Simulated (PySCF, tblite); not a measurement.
# C₆H₁₂AlCl₄NaO₄: electronic excitations, NMR shifts

Aim: compute the electronic excitations, NMR shifts of C₆H₁₂AlCl₄NaO₄ (`COC(C)=O.COC(C)=O.[Cl][Al-]([Cl])([Cl])[Cl].[Na+]`).

Programs: tblite 0.8.0 and PySCF 2.14.0, with routines of our own; each step states its level. All values are computed. Atoms count from 0.

## (1) The starting structure

28 atoms, charge 0, multiplicity 1; geometry from: force field, distance geometry or constructed start.

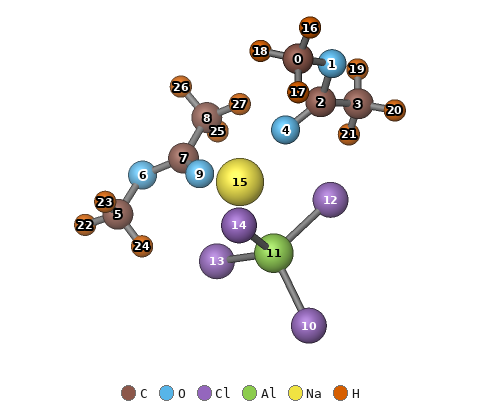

The starting geometry (carbon brown, oxygen blue, chlorine purple, aluminium green, sodium yellow, hydrogen orange); sticks join atoms by distance alone.

## (2) Optimising the geometry with GFN2-xTB

The job: settings as JSON, then the geometry in Å.

```
{"job": {"kind": "relax", "xc": "GFN2-xTB", "basis": "xTB"}, "charge": 0, "multiplicity": 1}
C      1.418500     3.615100    -1.763000
O      0.331000     3.245600    -2.625400
C     -0.283800     2.088100    -2.248800
C     -1.402500     1.786100    -3.210300
O      0.004800     1.398800    -1.281200
C     -2.197700    -1.207400     3.448600
O     -3.100200    -0.323200     2.783800
C     -2.607400     0.202600     1.631900
C     -3.625000     1.105800     1.008800
O     -1.509300    -0.028700     1.159100
Cl     1.360700    -3.747100    -1.770000
Al     0.646000    -1.860300    -0.865300
Cl    -0.351500    -0.631900    -2.407000
Cl    -0.785000    -2.313000     0.750800
Cl     2.364600    -0.737100    -0.034500
Na    -0.001900     0.000600     0.006300
H      1.842500     4.549800    -2.141800
H      2.191900     2.845100    -1.769700
H      1.051000     3.795400    -0.741200
H     -2.135400     2.589900    -3.186000
H     -1.001800     1.649800    -4.209600
H     -1.895700     0.856000    -2.898300
H     -2.677400    -1.565400     4.367400
H     -1.285000    -0.679700     3.734000
H     -1.961200    -2.064600     2.816900
H     -4.539300     0.542600     0.775100
H     -3.853300     1.934400     1.689400
H     -3.224400     1.523800     0.082600
```

Command:

```sh
$ OMP_NUM_THREADS=1 python large_run.py task.json out
```

The driver reads the jobs from task.json and runs them one after another.

The program printed:

```text
step      E/eV     max force
  0   -1496.87492    9.262
  1   -1498.63300    3.008
  2   -1499.19053    2.177
  3   -1499.61394    2.105
  4   -1499.88186    1.558
  5   -1499.98319    0.815
  6   -1500.05385    0.793
  7   -1500.10743    1.074
  8   -1500.17459    1.152
  9   -1500.25215    0.803
 10   -1500.29835    0.410
 11   -1500.32635    0.408
 12   -1500.35187    0.506
 13   -1500.37621    0.478
 14   -1500.40038    0.411
 15   -1500.42345    0.385
 16   -1500.44037    0.371
 17   -1500.45210    0.306
 18   -1500.46229    0.195
 19   -1500.47129    0.196
 20   -1500.47951    0.299
 21   -1500.48651    0.256
 22   -1500.49088    0.125
 23   -1500.49395    0.138
 24   -1500.49640    0.171
 25   -1500.49843    0.147
 26   -1500.50055    0.095
 27   -1500.50130    0.098
 28   -1500.50258    0.076
 29   -1500.50319    0.067
 30   -1500.50370    0.062
 31   -1500.50421    0.060
 32   -1500.50479    0.054
 33   -1500.50538    0.064
 34   -1500.50584    0.059
 35   -1500.50619    0.052
 36   -1500.50655    0.061
 37   -1500.50718    0.110
 38   -1500.50801    0.130
 39   -1500.50880    0.097
 40   -1500.50940    0.060
 41   -1500.50993    0.059
 42   -1500.51061    0.087
 43   -1500.51155    0.118
 44   -1500.51265    0.112
 45   -1500.51366    0.079
 46   -1500.51445    0.063
 47   -1500.51517    0.070
 48   -1500.51591    0.081
 49   -1500.51678    0.098
 50   -1500.51795    0.113
 51   -1500.51939    0.141
 52   -1500.52084    0.121
 53   -1500.52202    0.072
 54   -1500.52296    0.068
 55   -1500.52390    0.114
 56   -1500.52498    0.130
 57   -1500.52598    0.093
 58   -1500.52682    0.067
 59   -1500.52772    0.095
 60   -1500.52892    0.152
 61   -1500.53041    0.176
 62   -1500.53195    0.144
 63   -1500.53332    0.078
 64   -1500.53468    0.132
 65   -1500.53651    0.186
 66   -1500.53907    0.194
 67   -1500.54108    0.216
 68   -1500.54373    0.155
 69   -1500.54586    0.100
 70   -1500.54908    0.125
 71   -1500.55070    0.129
 72   -1500.55395    0.146
 73   -1500.55635    0.167
 74   -1500.55887    0.152
 75   -1500.56158    0.106
 76   -1500.56405    0.119
 77   -1500.56635    0.142
 78   -1500.56819    0.140
 79   -1500.57005    0.086
 80   -1500.57133    0.096
 81   -1500.57234    0.081
 82   -1500.57337    0.106
 83   -1500.57465    0.104
 84   -1500.57587    0.085
 85   -1500.57692    0.070
 86   -1500.57783    0.067
 87   -1500.57863    0.073
 88   -1500.57931    0.061
 89   -1500.57987    0.060
 90   -1500.58036    0.056
 91   -1500.58083    0.064
 92   -1500.58122    0.047
 93   -1500.58153    0.043
 94   -1500.58181    0.041
 95   -1500.58211    0.046
 96   -1500.58238    0.038
 97   -1500.58258    0.025
 98   -1500.58276    0.032
 99   -1500.58301    0.049
100   -1500.58329    0.049
101   -1500.58354    0.030
102   -1500.58372    0.026
103   -1500.58388    0.032
104   -1500.58405    0.038
105   -1500.58421    0.028
106   -1500.58435    0.023
107   -1500.58448    0.025
108   -1500.58465    0.034
109   -1500.58483    0.034
110   -1500.58502    0.027
111   -1500.58520    0.026
112   -1500.58542    0.043
113   -1500.58574    0.056
114   -1500.58617    0.052
115   -1500.58666    0.045
116   -1500.58715    0.045
117   -1500.58766    0.047
118   -1500.58827    0.059
119   -1500.58897    0.070
120   -1500.58968    0.061
121   -1500.59038    0.048
122   -1500.59107    0.058
123   -1500.59171    0.053
124   -1500.59226    0.053
125   -1500.59273    0.054
126   -1500.59319    0.062
127   -1500.59368    0.058
128   -1500.59421    0.043
129   -1500.59478    0.043
130   -1500.59542    0.059
131   -1500.59607    0.060
132   -1500.59658    0.052
133   -1500.59701    0.041
134   -1500.59729    0.028
135   -1500.59750    0.032
136   -1500.59774    0.033
137   -1500.59809    0.043
138   -1500.59861    0.053
139   -1500.59932    0.059
140   -1500.60018    0.067
141   -1500.60095    0.046
142   -1500.60120    0.094
143   -1500.60211    0.046
144   -1500.60268    0.047
145   -1500.60364    0.050
146   -1500.60450    0.060
147   -1500.60532    0.064
148   -1500.60608    0.056
149   -1500.60707    0.052
150   -1500.60829    0.061
151   -1500.60932    0.054
152   -1500.61004    0.056
153   -1500.61054    0.044
154   -1500.61113    0.046
155   -1500.61167    0.041
156   -1500.61236    0.049
157   -1500.61283    0.046
158   -1500.61317    0.032
159   -1500.61343    0.038
160   -1500.61365    0.030
161   -1500.61383    0.035
162   -1500.61400    0.038
163   -1500.61430    0.038
164   -1500.61476    0.042
165   -1500.61535    0.048
166   -1500.61610    0.060
167   -1500.61700    0.069
168   -1500.61815    0.070
169   -1500.61954    0.094
170   -1500.62087    0.071
171   -1500.62184    0.080
172   -1500.62287    0.052
173   -1500.62351    0.057
174   -1500.62389    0.058
175   -1500.62457    0.059
176   -1500.62533    0.061
177   -1500.62613    0.051
178   -1500.62682    0.066
179   -1500.62734    0.049
180   -1500.62779    0.037
181   -1500.62808    0.031
182   -1500.62826    0.029
183   -1500.62843    0.026
184   -1500.62855    0.025
185   -1500.62867    0.026
186   -1500.62881    0.022
187   -1500.62899    0.029
188   -1500.62920    0.025
189   -1500.62937    0.024
190   -1500.62950    0.020
191   -1500.62961    0.017
```

Wall time 7.4 s (1 thread of Arm Neoverse N1, shared host); peak memory 0.18 GiB.

The steps of the relaxation:

| step | energy from step 0 (eV) | largest force (eV/Å) |
| --- | --- | --- |
| 0 | 0.0000 | 9.2614 |
| 1 | -1.7581 | 3.0076 |
| 2 | -2.3156 | 2.1770 |
| 3 | -2.7390 | 2.1051 |
| 4 | -3.0069 | 1.5579 |
| 5 | -3.1083 | 0.8154 |
| 6 | -3.1789 | 0.7935 |
| 7 | -3.2325 | 1.0746 |
| 8 | -3.2997 | 1.1522 |
| 24 | -3.6215 | 0.1705 |
| 40 | -3.6345 | 0.0598 |
| 56 | -3.6501 | 0.1299 |
| 73 | -3.6814 | 0.1662 |
| 89 | -3.7050 | 0.0601 |
| 105 | -3.7093 | 0.0278 |
| 121 | -3.7155 | 0.0488 |
| 138 | -3.7237 | 0.0528 |
| 154 | -3.7362 | 0.0467 |
| 170 | -3.7459 | 0.0708 |
| 187 | -3.7541 | 0.0285 |
| 188 | -3.7543 | 0.0248 |
| 189 | -3.7545 | 0.0239 |
| 190 | -3.7546 | 0.0203 |
| 191 | -3.7547 | 0.0175 |

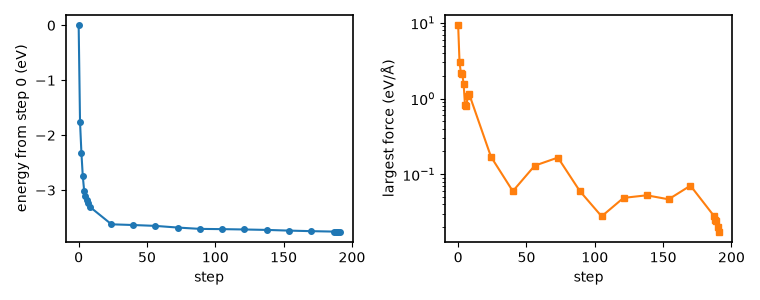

Energy and largest force along the relaxation.

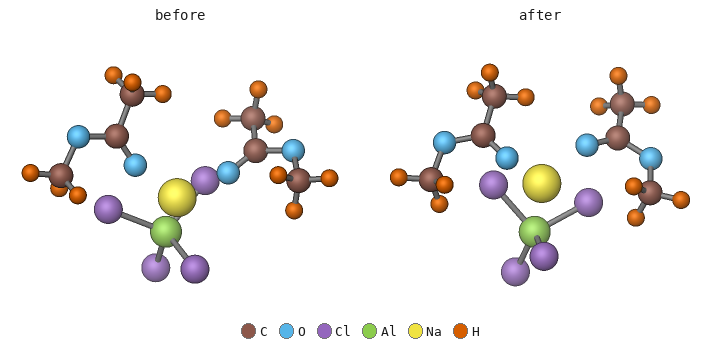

The geometry before (left) and after (right).

Distances of close pairs at the start and the end, largest changes first:

| bond | before (Å) | after (Å) | change (Å) |
| --- | --- | --- | --- |
| Cl12–Na15 | 2.519 | 3.277 | +0.757 |
| Al11–Na15 | 2.155 | 2.871 | +0.717 |
| C7–Na15 | 3.078 | 2.679 | -0.399 |
| Cl10–Al11 | 2.211 | 2.041 | -0.171 |
| Al11–Cl12 | 2.209 | 2.101 | -0.108 |
| O9–Na15 | 1.898 | 1.992 | +0.094 |
| Al11–Cl14 | 2.215 | 2.123 | -0.092 |
| O4–Na15 | 1.901 | 1.985 | +0.085 |

The next job starts from the end point, and lists it.

## (3) Infrared spectrum with GFN2-xTB

The job: settings as JSON, then the geometry in Å.

```
{"job": {"kind": "ir", "xc": "GFN2-xTB", "basis": "xTB"}, "charge": 0, "multiplicity": 1}
C      1.585673     2.865919    -1.719999
O      0.484783     2.791289    -2.616494
C     -0.637024     2.266432    -2.177779
C     -1.691831     2.199793    -3.240314
O     -0.808911     1.900807    -1.029888
C     -1.924374    -1.012402     3.540104
O     -2.889452    -0.570437     2.591760
C     -2.527188     0.396309     1.776272
C     -3.597537     0.765410     0.798455
O     -1.441211     0.939928     1.829931
Cl     1.490298    -3.734820    -1.404495
Al     0.740737    -1.873006    -1.036237
Cl     0.613647    -0.601002    -2.703387
Cl    -1.217026    -1.867369    -0.208855
Cl     1.828614    -0.751790     0.400644
Na    -0.326660     0.461705     0.250059
H      2.281527     3.578628    -2.154506
H      2.056777     1.885298    -1.634553
H      1.256176     3.194512    -0.732217
H     -2.527230     2.838468    -2.962147
H     -1.282911     2.513997    -4.194041
H     -2.050958     1.176380    -3.309711
H     -2.460460    -1.629055     4.255747
H     -1.460321    -0.156993     4.031279
H     -1.153348    -1.596561     3.035645
H     -4.146353    -0.120510     0.497933
H     -4.285866     1.459850     1.275296
H     -3.136255     1.250331    -0.055837
```

The program printed:

```text
mode    cm-1     km/mol
  1     -16.7      0.62
  2      -7.5      0.39
  3      12.8      0.36
  4      26.9      0.90
  5      31.1      2.42
  6      35.0      1.51
  7      44.0      1.30
  8      45.5      1.72
  9      48.8      0.92
 10      56.6      4.64
 11      63.8      1.41
 12      67.2      0.54
 13      78.1      0.77
 14      81.5      5.82
 15     106.3      1.19
 16     112.5      0.68
 17     120.5      1.01
 18     140.0      2.29
 19     152.2      1.69
 20     163.8     16.38
 21     166.1     18.76
 22     181.0     12.32
 23     196.3      6.18
 24     204.2      6.96
 25     236.2      5.82
 26     261.1     37.32
 27     282.7     24.40
 28     299.5     38.28
 29     345.8      2.65
 30     413.1     18.59
 31     415.7     25.80
 32     417.7     66.91
 33     443.1    104.62
 34     569.1    153.01
 35     579.2      3.97
 36     581.3     22.98
 37     628.4      5.46
 38     634.1     10.09
 39     891.6     11.33
 40     894.1     12.81
 41     992.6      8.63
 42    1002.8      6.83
 43    1006.6     13.78
 44    1009.2    106.99
 45    1061.4     12.83
 46    1064.4     10.88
 47    1111.0      3.07
 48    1114.4      1.63
 49    1148.2      3.67
 50    1148.6     15.50
 51    1259.6    310.79
 52    1267.5    215.78
 53    1356.9     42.16
 54    1361.7     69.90
 55    1380.6     30.20
 56    1382.2     45.01
 57    1425.5     32.20
 58    1429.3     20.63
 59    1433.4      5.20
 60    1433.7      5.85
 61    1434.5     10.26
 62    1439.0      3.47
 63    1446.9     13.05
 64    1447.8      2.92
 65    1706.2    725.41
 66    1722.3    161.25
 67    2969.9     11.98
 68    2980.5     10.32
 69    2982.8     14.73
 70    2998.2      6.84
 71    3022.3      2.11
 72    3029.4      2.43
 73    3043.5      2.77
 74    3044.5      5.29
 75    3050.1      3.56
 76    3053.4      4.83
 77    3066.2      3.26
 78    3078.6      2.74
```

Wall time 5.3 s (1 thread of Arm Neoverse N1, shared host); peak memory 0.18 GiB.

The strongest bands and the atoms that carry them (share of the mass-weighted mode):

| cm⁻¹ | km/mol | atoms |
| --- | --- | --- |
| 443 | 104.6 | Al11 61 %, Cl12 28 % |
| 569 | 153.0 | Al11 63 %, Cl10 27 % |
| 1009 | 107.0 | H19 15 %, H26 13 %, H25 12 %, C7 11 % |
| 1260 | 310.8 | C2 31 %, C7 25 %, O1 15 %, O6 10 % |
| 1268 | 215.8 | C7 33 %, C2 24 %, O6 13 %, O1 11 % |
| 1362 | 69.9 | H21 27 %, H19 26 %, C3 20 %, H20 20 % |
| 1706 | 725.4 | C2 45 %, O4 23 %, C7 20 %, O9 10 % |
| 1722 | 161.2 | C7 45 %, O9 23 %, C2 20 %, O4 10 % |

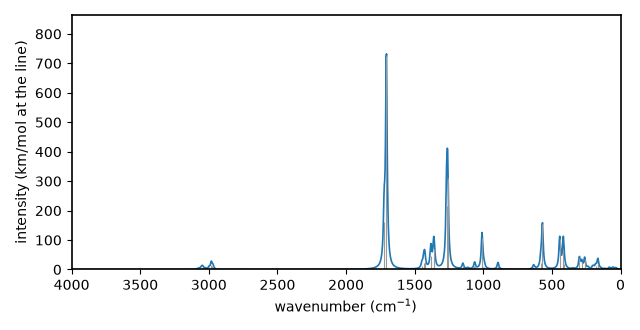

The infrared spectrum from these modes, unscaled. Lines are broadened to a width of 14 cm⁻¹ (Lorentzian).

## (4) Electronic excitations: TDA CAM-B3LYP/6-31G*

Settings changed since step 3:

```diff
@@ -1,2 +1,2 @@
-{"job": {"kind": "ir", "xc": "GFN2-xTB", "basis": "xTB"}, "charge": 0, "multiplicity": 1}
+{"job": {"kind": "uv", "basis": "6-31G*", "grid": 1, "kgrid": 0, "vcut": null, "nstates": 8, "ntriplets": 3, "tda": true, "delta": ["ip_vertical", "ea_vertical"], "pop": true, "xc": "CAM-B3LYP"}, "charge": 0, "multiplicity": 1}
 C      1.585673     2.865919    -1.719999
```

Method: TDA CAM-B3LYP/6-31G*, vertical, gas phase, core orbitals frozen in the response.

The program printed:

```text
start: PBE on a coarse grid of 26837 points
cycle   1  E = -2780.7176620019  dE =  2.101e+00  |g| = 1.415e+00  |ddm| = 5.052e+00
cycle   2  E = -2779.0393380766  dE =  1.678e+00  |g| = 3.159e+00  |ddm| = 3.854e+00
cycle   3  E = -2780.9791665451  dE = -1.940e+00  |g| = 8.443e-01  |ddm| = 3.144e+00
cycle   4  E = -2781.1237145932  dE = -1.445e-01  |g| = 2.368e-01  |ddm| = 8.347e-01
cycle   5  E = -2781.1321075858  dE = -8.393e-03  |g| = 1.048e-01  |ddm| = 2.377e-01
cycle   6  E = -2781.1345067511  dE = -2.399e-03  |g| = 1.887e-02  |ddm| = 9.844e-02
cycle   7  E = -2781.1345900735  dE = -8.332e-05  |g| = 5.232e-03  |ddm| = 2.310e-02
final grid: 110919 points
cycle   8  E = -2782.3844495094  dE = -9.540e-03  |g| = 1.109e-01  |ddm| = 3.537e-01
cycle   9  E = -2782.3836722815  dE =  7.772e-04  |g| = 1.309e-01  |ddm| = 1.503e-01
cycle  10  E = -2782.3867808100  dE = -3.109e-03  |g| = 1.254e-02  |ddm| = 8.525e-02
cycle  11  E = -2782.3868070468  dE = -2.624e-05  |g| = 6.990e-03  |ddm| = 1.347e-02
cycle  12  E = -2782.3868226278  dE = -1.558e-05  |g| = 2.155e-03  |ddm| = 6.656e-03
cycle  13  E = -2782.3868214452  dE =  1.183e-06  |g| = 3.155e-04  |ddm| = 2.255e-03
cycle  14  E = -2782.3868183410  dE =  3.104e-06  |g| = 1.100e-04  |ddm| = 4.955e-04
cycle  15  E = -2782.3868214416  dE = -3.101e-06  |g| = 4.164e-05  |ddm| = 1.778e-04
converged SCF energy = -2782.3868214416
Vertical ionisation energy (delta-SCF) = 10.3659 eV   <S^2> = 0.756

Static polarisability (au): isotropic 135.905, principal 124.095 137.952 145.667

Singlet excitations
state   eV       nm        f      main configurations
  1   6.1807    200.6   0.00186   H-5->L+1 0.33, H-5->L 0.32, H-5->L+2 0.09
  2   6.3430    195.5   0.00139   H-6->L+1 0.27, H-7->L+1 0.16, H-6->L 0.14
  3   7.8843    157.3   0.00793   H->L+1 0.31, H->L 0.22
  4   7.9061    156.8   0.00150   H-1->L+1 0.36, H-1->L 0.28
  5   8.0170    154.7   0.00353   H-1->L+2 0.35, H-1->L+4 0.12, H->L+2 0.11
  6   8.0868    153.3   0.00242   H->L+4 0.24, H->L+2 0.23, H->L+5 0.09
  7   8.1949    151.3   0.00097   H-2->L 0.18, H-2->L+4 0.15, H-1->L+2 0.10
  8   8.2128    151.0   0.00529   H-2->L+2 0.22, H-1->L+1 0.15, H-1->L 0.13

Triplet excitations (Tamm-Dancoff, eV): 5.6709 5.8782 6.2944
```

It took 4.9 min on 1 thread of Arm Neoverse N1, shared host; peak memory 0.69 GiB.

Frontier orbitals and where they lie:

| orbital | eV | atoms |
| --- | --- | --- |
| HOMO−4 | -10.17 | Cl13 32 %, Cl14 31 %, Cl12 18 % |
| HOMO−3 | -10.05 | Cl12 34 %, Cl10 34 %, Cl14 10 % |
| HOMO−2 | -9.69 | Cl10 56 %, Cl13 18 %, Cl14 18 % |
| HOMO−1 | -9.55 | Cl12 49 %, Cl14 18 %, Cl13 17 % |
| HOMO | -9.49 | Cl10 47 %, Cl12 38 %, Cl13 7 % |
| LUMO | 0.81 | Na15 31 %, C7 21 %, C2 13 % |
| LUMO+1 | 0.92 | C2 27 %, C7 21 %, O9 11 % |
| LUMO+2 | 1.01 | Na15 54 %, C2 9 %, C7 7 % |
| LUMO+3 | 1.30 | Na15 77 %, C8 4 % |

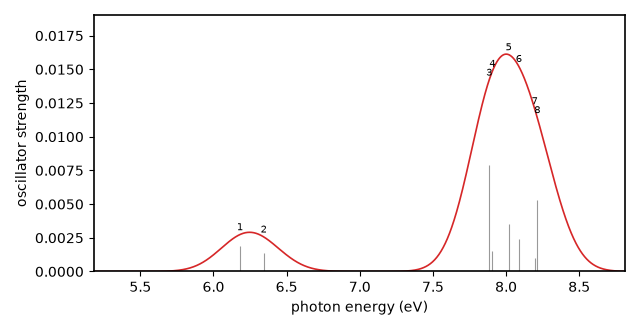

Absorption spectrum from the 8 singlet states computed; above the last one it falls off for lack of states. Lines are broadened to a width of 0.40 eV (Gaussian).

Further results of this job:

| property | computed |
| --- | --- |
| dipole moment (D) | 8.45 |
| polarisability (Å³) | 20.14 |
| HOMO–LUMO gap (eV) | 10.30 |
| −ε(HOMO) (eV) | 9.49 |

[end of part 1 of 2]
